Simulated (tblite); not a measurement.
Geometry relaxation, with input and output: C₉H₁₂O₂S (part 2 of 2)

C₉H₁₂O₂S, SMILES CC(C)S(=O)(=O)c1ccccc1; GFN2-xTB geometry optimisation, gas phase (tblite 0.8.0). 

Geometry of the input (Å):
```
C  -1.8038  0.3838  1.2810
C  -1.8234  -0.0353  -0.1919
C  -3.1595  -0.6521  -0.5507
S  -0.5014  -1.1985  -0.5618
O  -0.5901  -2.3178  0.3848
O  -0.4981  -1.4455  -1.9877
C  0.9948  -0.3096  -0.1905
C  1.7157  -0.5932  0.9835
C  2.8876  0.1025  1.2521
C  3.3350  1.0751  0.3616
C  2.6271  1.3411  -0.8172
C  1.4520  0.6415  -1.0934
H  -0.8868  0.8987  1.5560
H  -2.6303  1.0800  1.4836
H  -1.9253  -0.4645  1.9533
H  -1.6468  0.8366  -0.8062
H  -3.9793  0.0673  -0.3709
H  -3.1975  -0.9313  -1.6130
H  -3.3734  -1.5493  0.0359
H  1.3720  -1.3597  1.6806
H  3.4437  -0.1011  2.1601
H  4.2570  1.6208  0.5710
H  3.0066  2.0957  -1.5031
H  0.9124  0.8347  -2.0211
```

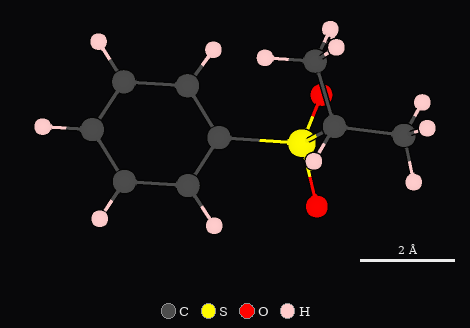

**Figure 1.** The geometry at step 43 of the log (ball-and-stick view, seen at a tilt).

Trajectory as extended XYZ, continued:
```
24
Properties=species:S:1:pos:R:3:forces:R:3 step=28 energy=-999.81023
C    -1.7798    0.3947    1.2847    0.0010   0.0020  -0.0030
C    -1.8622    0.0357   -0.1815    0.0070  -0.0080  -0.0020
C    -3.1556   -0.6492   -0.5689   -0.0090   0.0000   0.0000
S    -0.5285   -1.1802   -0.5348    0.0120   0.0030   0.0050
O    -0.6554   -2.2788    0.3866    0.0040  -0.0010  -0.0080
O    -0.5501   -1.4788   -1.9435   -0.0050   0.0010   0.0060
C     1.0053   -0.3029   -0.1750   -0.0020  -0.0020   0.0000
C     1.7028   -0.5794    0.9846   -0.0080  -0.0010   0.0010
C     2.8736    0.1118    1.2514   -0.0060   0.0000  -0.0020
C     3.3274    1.0701    0.3587   -0.0010   0.0010  -0.0010
C     2.6221    1.3360   -0.8051   -0.0030  -0.0020  -0.0020
C     1.4531    0.6444   -1.0757   -0.0040  -0.0020   0.0000
H    -0.8293    0.8733    1.5130    0.0000   0.0010   0.0010
H    -2.5858    1.0715    1.5625   -0.0020  -0.0040   0.0050
H    -1.8638   -0.5138    1.8773    0.0150   0.0050   0.0000
H    -1.6526    0.8891   -0.8262    0.0050  -0.0010   0.0000
H    -4.0098    0.0087   -0.4209   -0.0070   0.0100  -0.0010
H    -3.1117   -0.9494   -1.6131    0.0020  -0.0020   0.0010
H    -3.2847   -1.5418    0.0394    0.0000  -0.0050  -0.0020
H     1.3230   -1.3394    1.6492   -0.0030  -0.0010   0.0020
H     3.4320   -0.0986    2.1510   -0.0030   0.0020   0.0010
H     4.2398    1.6086    0.5669    0.0040   0.0010   0.0020
H     2.9848    2.0769   -1.5014    0.0030   0.0010   0.0020
H     0.8940    0.8113   -1.9830    0.0010   0.0020  -0.0040
24
Properties=species:S:1:pos:R:3:forces:R:3 step=31 energy=-999.81036
C    -1.7782    0.3948    1.2852    0.0070  -0.0010  -0.0020
C    -1.8615    0.0348   -0.1809   -0.0080   0.0010   0.0030
C    -3.1561   -0.6486   -0.5686   -0.0020  -0.0020  -0.0040
S    -0.5275   -1.1809   -0.5356   -0.0050   0.0030   0.0050
O    -0.6537   -2.2796    0.3856    0.0030  -0.0070  -0.0030
O    -0.5493   -1.4797   -1.9443   -0.0070   0.0050   0.0070
C     1.0050   -0.3028   -0.1756   -0.0080  -0.0060  -0.0030
C     1.7010   -0.5795    0.9850   -0.0080   0.0030  -0.0010
C     2.8715    0.1119    1.2522   -0.0050   0.0010  -0.0010
C     3.3254    1.0697    0.3592    0.0070  -0.0020  -0.0040
C     2.6211    1.3356   -0.8049   -0.0010   0.0030  -0.0050
C     1.4523    0.6445   -1.0766   -0.0030  -0.0030   0.0040
H    -0.8284    0.8763    1.5106    0.0000   0.0070   0.0030
H    -2.5859    1.0693    1.5651    0.0060  -0.0120  -0.0030
H    -1.8565   -0.5133    1.8792    0.0080   0.0030  -0.0040
H    -1.6515    0.8885   -0.8253    0.0020  -0.0050  -0.0010
H    -4.0106    0.0099   -0.4223    0.0100   0.0020   0.0020
H    -3.1101   -0.9486   -1.6128   -0.0040  -0.0030  -0.0020
H    -3.2863   -1.5419    0.0386    0.0000   0.0050   0.0000
H     1.3193   -1.3392    1.6490    0.0030   0.0020   0.0010
H     3.4308   -0.0962    2.1516   -0.0080  -0.0070   0.0070
H     4.2388    1.6066    0.5665    0.0070   0.0080   0.0060
H     2.9849    2.0763   -1.5005    0.0050   0.0070  -0.0060
H     0.8937    0.8121   -1.9842    0.0010  -0.0030   0.0020
24
Properties=species:S:1:pos:R:3:forces:R:3 step=34 energy=-999.81050
C    -1.7754    0.3949    1.2853    0.0050  -0.0030   0.0030
C    -1.8616    0.0340   -0.1802    0.0050   0.0020  -0.0020
C    -3.1566   -0.6481   -0.5688    0.0110   0.0010   0.0010
S    -0.5276   -1.1814   -0.5355   -0.0140  -0.0110  -0.0040
O    -0.6515   -2.2816    0.3841   -0.0040  -0.0050   0.0070
O    -0.5501   -1.4797   -1.9440   -0.0090   0.0060  -0.0090
C     1.0036   -0.3033   -0.1764    0.0040   0.0110   0.0030
C     1.6981   -0.5789    0.9853    0.0090   0.0060   0.0000
C     2.8688    0.1124    1.2528    0.0060   0.0050  -0.0010
C     3.3245    1.0690    0.3591    0.0010   0.0010   0.0010
C     2.6202    1.3355   -0.8054    0.0100   0.0010   0.0050
C     1.4512    0.6443   -1.0770    0.0090   0.0060  -0.0010
H    -0.8273    0.8804    1.5086    0.0030   0.0110  -0.0030
H    -2.5851    1.0653    1.5677   -0.0020  -0.0020  -0.0010
H    -1.8474   -0.5126    1.8804    0.0020  -0.0120  -0.0010
H    -1.6499    0.8871   -0.8247   -0.0020  -0.0030  -0.0040
H    -4.0102    0.0117   -0.4237    0.0070  -0.0010   0.0020
H    -3.1091   -0.9485   -1.6128   -0.0070   0.0000  -0.0040
H    -3.2878   -1.5415    0.0378   -0.0040   0.0040   0.0060
H     1.3160   -1.3387    1.6489    0.0040   0.0050   0.0020
H     3.4278   -0.0950    2.1531   -0.0160  -0.0060  -0.0030
H     4.2386    1.6056    0.5670   -0.0090  -0.0020   0.0010
H     2.9855    2.0766   -1.5005   -0.0060  -0.0060   0.0000
H     0.8935    0.8123   -1.9851   -0.0010  -0.0060   0.0030
24
Properties=species:S:1:pos:R:3:forces:R:3 step=37 energy=-999.81067
C    -1.7710    0.3945    1.2859   -0.0040  -0.0010   0.0010
C    -1.8609    0.0332   -0.1795    0.0140  -0.0050  -0.0020
C    -3.1560   -0.6476   -0.5693    0.0000   0.0010   0.0060
S    -0.5289   -1.1831   -0.5358    0.0160   0.0010  -0.0060
O    -0.6498   -2.2844    0.3833   -0.0090   0.0080  -0.0050
O    -0.5529   -1.4789   -1.9449   -0.0070  -0.0040  -0.0050
C     1.0021   -0.3027   -0.1770    0.0010   0.0010   0.0000
C     1.6951   -0.5774    0.9857    0.0020  -0.0020  -0.0050
C     2.8658    0.1135    1.2535    0.0000  -0.0020   0.0000
C     3.3235    1.0684    0.3591   -0.0040   0.0070   0.0070
C     2.6201    1.3354   -0.8055    0.0000  -0.0040   0.0010
C     1.4508    0.6446   -1.0774    0.0010  -0.0030  -0.0010
H    -0.8255    0.8874    1.5055   -0.0040  -0.0010  -0.0060
H    -2.5840    1.0595    1.5713   -0.0070   0.0010   0.0020
H    -1.8352   -0.5136    1.8812    0.0050  -0.0070  -0.0040
H    -1.6480    0.8853   -0.8249   -0.0020   0.0020  -0.0040
H    -4.0086    0.0134   -0.4253   -0.0010   0.0050   0.0020
H    -3.1084   -0.9485   -1.6134   -0.0010   0.0020   0.0070
H    -3.2900   -1.5402    0.0378   -0.0010   0.0000   0.0060
H     1.3125   -1.3371    1.6492    0.0040   0.0080   0.0010
H     3.4219   -0.0943    2.1550   -0.0010  -0.0020   0.0040
H     4.2373    1.6044    0.5679    0.0010   0.0030   0.0010
H     2.9855    2.0763   -1.5006   -0.0030  -0.0050  -0.0010
H     0.8931    0.8117   -1.9858    0.0020  -0.0010   0.0010
24
Properties=species:S:1:pos:R:3:forces:R:3 step=40 energy=-999.81076
C    -1.7697    0.3941    1.2862    0.0000  -0.0010  -0.0060
C    -1.8592    0.0322   -0.1793   -0.0110   0.0050  -0.0010
C    -3.1557   -0.6471   -0.5685   -0.0030   0.0010   0.0030
S    -0.5281   -1.1840   -0.5369   -0.0080   0.0060  -0.0040
O    -0.6498   -2.2852    0.3820   -0.0010   0.0030  -0.0050
O    -0.5546   -1.4789   -1.9462    0.0040  -0.0040  -0.0010
C     1.0017   -0.3025   -0.1775    0.0040  -0.0110  -0.0060
C     1.6944   -0.5769    0.9852    0.0000  -0.0010   0.0020
C     2.8646    0.1139    1.2539    0.0000   0.0020   0.0040
C     3.3227    1.0690    0.3600    0.0020   0.0010   0.0010
C     2.6202    1.3349   -0.8054   -0.0030   0.0010   0.0010
C     1.4510    0.6444   -1.0778   -0.0010  -0.0040  -0.0010
H    -0.8256    0.8907    1.5036   -0.0040  -0.0020   0.0010
H    -2.5847    1.0567    1.5724    0.0000  -0.0100  -0.0020
H    -1.8293   -0.5146    1.8815    0.0030   0.0030  -0.0060
H    -1.6474    0.8843   -0.8252    0.0010   0.0000   0.0010
H    -4.0076    0.0152   -0.4254    0.0040   0.0040   0.0050
H    -3.1088   -0.9481   -1.6127    0.0010  -0.0010   0.0060
H    -3.2916   -1.5395    0.0386    0.0020   0.0030   0.0050
H     1.3116   -1.3355    1.6495   -0.0010  -0.0020   0.0030
H     3.4189   -0.0943    2.1564    0.0050   0.0010   0.0040
H     4.2369    1.6043    0.5686    0.0020   0.0060   0.0030
H     2.9851    2.0755   -1.5009    0.0030  -0.0010  -0.0020
H     0.8932    0.8113   -1.9860    0.0020   0.0010  -0.0050
24
Properties=species:S:1:pos:R:3:forces:R:3 step=43 energy=-999.81086
C    -1.7676    0.3934    1.2855    0.0040   0.0010   0.0010
C    -1.8587    0.0319   -0.1796   -0.0030   0.0060  -0.0050
C    -3.1557   -0.6463   -0.5670   -0.0010   0.0020  -0.0020
S    -0.5284   -1.1842   -0.5390   -0.0110  -0.0080   0.0000
O    -0.6504   -2.2855    0.3795   -0.0010  -0.0060   0.0040
O    -0.5567   -1.4796   -1.9481    0.0080   0.0040  -0.0050
C     1.0017   -0.3041   -0.1790    0.0050   0.0000   0.0010
C     1.6931   -0.5765    0.9850    0.0030   0.0000   0.0040
C     2.8629    0.1148    1.2552    0.0000   0.0040   0.0010
C     3.3217    1.0699    0.3614    0.0010  -0.0060  -0.0040
C     2.6197    1.3345   -0.8050    0.0040   0.0020   0.0030
C     1.4510    0.6434   -1.0786    0.0070   0.0000  -0.0030
H    -0.8260    0.8948    1.5010    0.0060   0.0050   0.0040
H    -2.5854    1.0509    1.5745   -0.0050  -0.0060   0.0000
H    -1.8202   -0.5160    1.8801   -0.0020  -0.0050  -0.0020
H    -1.6464    0.8834   -0.8258   -0.0030   0.0080  -0.0020
H    -4.0059    0.0182   -0.4249   -0.0050   0.0020   0.0070
H    -3.1086   -0.9480   -1.6107   -0.0040  -0.0060  -0.0050
H    -3.2929   -1.5380    0.0408    0.0010   0.0050   0.0070
H     1.3099   -1.3336    1.6506   -0.0030  -0.0080   0.0010
H     3.4157   -0.0939    2.1589    0.0010   0.0080  -0.0070
H     4.2363    1.6053    0.5701   -0.0120   0.0010   0.0010
H     2.9851    2.0741   -1.5014    0.0020   0.0000   0.0040
H     0.8939    0.8107   -1.9872    0.0060  -0.0020  -0.0020
24
Properties=species:S:1:pos:R:3:forces:R:3 step=45 energy=-999.81094
C    -1.7656    0.3928    1.2850    0.0020   0.0010   0.0040
C    -1.8586    0.0324   -0.1801    0.0120  -0.0010  -0.0030
C    -3.1559   -0.6455   -0.5661   -0.0020   0.0030  -0.0030
S    -0.5295   -1.1847   -0.5407    0.0140  -0.0060   0.0040
O    -0.6512   -2.2860    0.3779   -0.0050  -0.0060   0.0010
O    -0.5576   -1.4799   -1.9498    0.0050   0.0050   0.0000
C     1.0021   -0.3055   -0.1802   -0.0040   0.0060   0.0050
C     1.6922   -0.5763    0.9853   -0.0030  -0.0030  -0.0010
C     2.8614    0.1158    1.2563   -0.0040  -0.0040  -0.0040
C     3.3210    1.0701    0.3621   -0.0040  -0.0030  -0.0020
C     2.6196    1.3342   -0.8046    0.0040  -0.0040  -0.0050
C     1.4515    0.6425   -1.0794    0.0050  -0.0040   0.0010
H    -0.8259    0.8983    1.4993    0.0040   0.0040   0.0030
H    -2.5861    1.0458    1.5762   -0.0050   0.0000   0.0020
H    -1.8132   -0.5174    1.8786    0.0000  -0.0060  -0.0020
H    -1.6460    0.8836   -0.8264   -0.0060   0.0100  -0.0030
H    -4.0050    0.0204   -0.4241   -0.0090  -0.0010   0.0030
H    -3.1087   -0.9484   -1.6094   -0.0090  -0.0060  -0.0030
H    -3.2935   -1.5362    0.0431    0.0010   0.0060   0.0050
H     1.3084   -1.3329    1.6515    0.0000  -0.0040  -0.0050
H     3.4136   -0.0928    2.1603    0.0010   0.0100  -0.0040
H     4.2349    1.6063    0.5714   -0.0080   0.0020   0.0010
H     2.9853    2.0730   -1.5015    0.0040   0.0050   0.0040
H     0.8949    0.8101   -1.9885    0.0090  -0.0050   0.0020
24
Properties=species:S:1:pos:R:3:forces:R:3 step=48 energy=-999.81113
C    -1.7617    0.3917    1.2840   -0.0040  -0.0020  -0.0030
C    -1.8569    0.0332   -0.1818    0.0040  -0.0040   0.0030
C    -3.1567   -0.6431   -0.5640    0.0040   0.0020   0.0030
S    -0.5296   -1.1865   -0.5440    0.0150   0.0120   0.0040
O    -0.6535   -2.2884    0.3739   -0.0020   0.0040  -0.0100
O    -0.5576   -1.4797   -1.9538    0.0030   0.0020   0.0100
C     1.0029   -0.3081   -0.1821   -0.0090   0.0050   0.0040
C     1.6904   -0.5766    0.9855   -0.0040  -0.0030  -0.0030
C     2.8582    0.1173    1.2580    0.0000  -0.0080  -0.0050
C     3.3191    1.0704    0.3635   -0.0060   0.0070   0.0040
C     2.6201    1.3331   -0.8045    0.0010  -0.0080  -0.0110
C     1.4538    0.6395   -1.0811   -0.0040  -0.0050   0.0010
H    -0.8261    0.9061    1.4970   -0.0120  -0.0030   0.0020
H    -2.5892    1.0347    1.5788    0.0100   0.0020   0.0020
H    -1.7997   -0.5210    1.8751    0.0060   0.0040  -0.0050
H    -1.6462    0.8854   -0.8282   -0.0010  -0.0040   0.0030
H    -4.0040    0.0255   -0.4209    0.0010  -0.0100  -0.0100
H    -3.1119   -0.9504   -1.6065   -0.0150   0.0030   0.0100
H    -3.2951   -1.5311    0.0494    0.0020   0.0070  -0.0030
H     1.3059   -1.3322    1.6526    0.0000  -0.0020  -0.0080
H     3.4097   -0.0885    2.1628   -0.0010   0.0040   0.0060
H     4.2306    1.6092    0.5746    0.0050   0.0020   0.0050
H     2.9867    2.0717   -1.5011    0.0030   0.0070   0.0010
H     0.8991    0.8076   -1.9911    0.0020  -0.0120  -0.0020
24
Properties=species:S:1:pos:R:3:forces:R:3 step=51 energy=-999.81127
C    -1.7588    0.3908    1.2831    0.0000  -0.0010   0.0010
C    -1.8552    0.0334   -0.1828   -0.0100   0.0040   0.0000
C    -3.1568   -0.6411   -0.5620    0.0000  -0.0040   0.0020
S    -0.5288   -1.1868   -0.5460   -0.0150   0.0040  -0.0030
O    -0.6552   -2.2899    0.3699    0.0050   0.0050   0.0010
O    -0.5573   -1.4791   -1.9557    0.0080   0.0050  -0.0040
C     1.0026   -0.3092   -0.1830    0.0050   0.0030  -0.0010
C     1.6886   -0.5770    0.9855    0.0060   0.0020   0.0010
C     2.8557    0.1177    1.2588    0.0040   0.0040   0.0030
C     3.3170    1.0713    0.3649    0.0020   0.0010   0.0000
C     2.6208    1.3315   -0.8055    0.0020   0.0030   0.0040
C     1.4550    0.6371   -1.0825    0.0020   0.0040  -0.0050
H    -0.8272    0.9120    1.4952   -0.0020   0.0000   0.0020
H    -2.5903    1.0266    1.5815    0.0040   0.0040   0.0020
H    -1.7879   -0.5235    1.8721    0.0020  -0.0010   0.0010
H    -1.6462    0.8860   -0.8290    0.0050  -0.0040   0.0020
H    -4.0032    0.0284   -0.4200    0.0010   0.0010  -0.0040
H    -3.1157   -0.9516   -1.6034   -0.0040   0.0010  -0.0020
H    -3.2961   -1.5268    0.0537    0.0020  -0.0060   0.0050
H     1.3035   -1.3321    1.6524   -0.0010  -0.0070  -0.0040
H     3.4060   -0.0850    2.1652   -0.0060  -0.0020   0.0020
H     4.2278    1.6113    0.5777   -0.0030  -0.0020   0.0030
H     2.9879    2.0714   -1.5007   -0.0020  -0.0040   0.0000
H     0.9021    0.8041   -1.9935   -0.0040  -0.0120  -0.0080
24
Properties=species:S:1:pos:R:3:forces:R:3 step=54 energy=-999.81134
C    -1.7564    0.3900    1.2827    0.0000   0.0030   0.0040
C    -1.8552    0.0341   -0.1833    0.0020  -0.0010   0.0000
C    -3.1570   -0.6403   -0.5606   -0.0070  -0.0020  -0.0020
S    -0.5296   -1.1863   -0.5478    0.0100  -0.0010  -0.0010
O    -0.6559   -2.2900    0.3675    0.0010   0.0030   0.0030
O    -0.5568   -1.4781   -1.9576    0.0010   0.0070  -0.0040
C     1.0027   -0.3096   -0.1838   -0.0010   0.0000  -0.0020
C     1.6875   -0.5770    0.9856   -0.0030   0.0000  -0.0030
C     2.8539    0.1185    1.2600   -0.0050   0.0010   0.0030
C     3.3155    1.0719    0.3660    0.0000  -0.0020   0.0010
C     2.6210    1.3308   -0.8057   -0.0030   0.0030   0.0020
C     1.4557    0.6359   -1.0840    0.0010  -0.0020   0.0000
H    -0.8277    0.9166    1.4937    0.0070   0.0000  -0.0020
H    -2.5901    1.0211    1.5845   -0.0050   0.0030   0.0040
H    -1.7782   -0.5254    1.8701   -0.0020  -0.0010   0.0030
H    -1.6453    0.8862   -0.8294    0.0000   0.0040  -0.0020
H    -4.0027    0.0303   -0.4203   -0.0060   0.0040   0.0040
H    -3.1180   -0.9522   -1.6016    0.0040  -0.0040  -0.0030
H    -3.2964   -1.5245    0.0573   -0.0010  -0.0040   0.0010
H     1.3014   -1.3325    1.6518    0.0040   0.0000  -0.0050
H     3.4025   -0.0829    2.1676   -0.0010  -0.0030   0.0030
H     4.2256    1.6123    0.5802    0.0000   0.0020   0.0010
H     2.9885    2.0706   -1.5006    0.0010  -0.0020  -0.0040
H     0.9035    0.8002   -1.9962    0.0030  -0.0070   0.0000
```

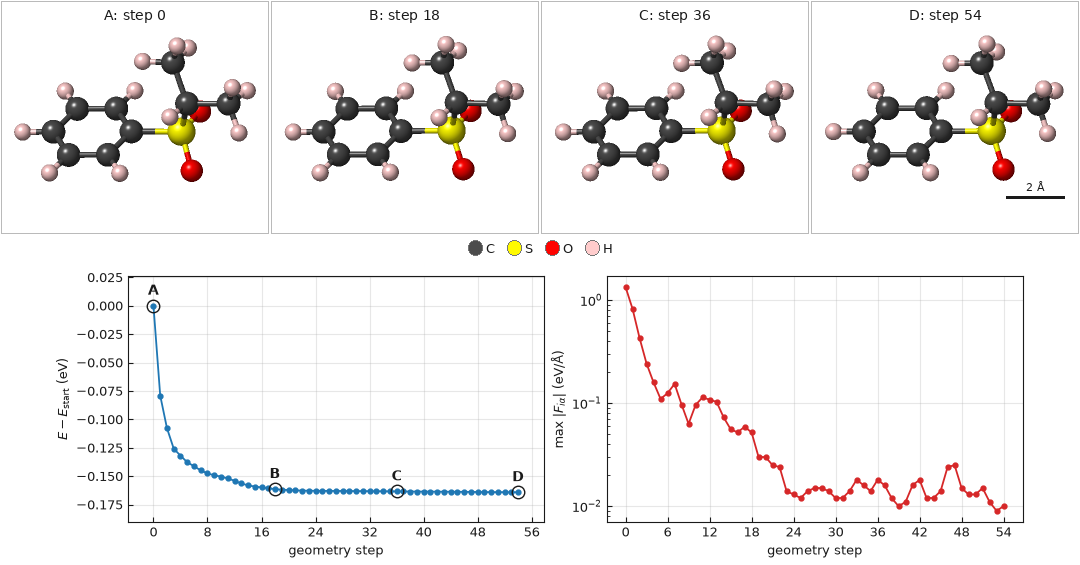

**Figure 2.** Frames of the relaxation (ball-and-stick view, seen at a tilt) above the curves, on which the letters mark them (steps are counted from 0).

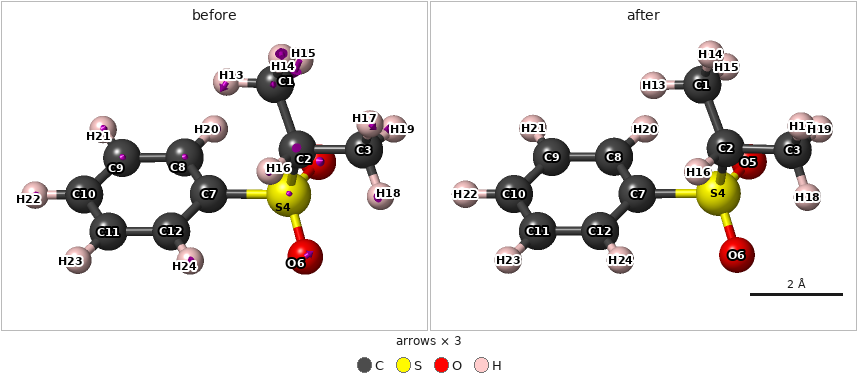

**Figure 3.** Before (left) and after (right) the relaxation, at one scale (ball-and-stick view, seen at a tilt). The pink arrows give the displacements, magnified 3 times. The largest move after the best rigid fit is that of H15, 0.18 Å. Largest moves by element: H 0.18 Å, C 0.08 Å, O 0.07 Å, S 0.03 Å. Distances before and after: C2–S4 1.799 → 1.838 Å, S4–O5 1.469 → 1.439 Å, C7–C8 1.407 → 1.381 Å, S4–C7 1.780 → 1.803 Å. Among the angles that change: C1–C2–S4 111.4° → 107.5°, C3–C2–S4 109.6° → 106.0°, C2–C1–H15 112.3° → 108.9°. After 54 geometry steps the energy has fallen by 0.164 eV. Largest force component: 1.3 eV/Å at the start, 0.01 eV/Å at the end. (Atoms are counted from 1 in the order of the input.)

Results in brief:

| quantity | value |
| --- | --- |
| outcome | converged |
| total energy | −999.8113 eV |
| wall time | 0.55 s (CPU time 1.1 s) |
| peak memory | 0.18 GiB |
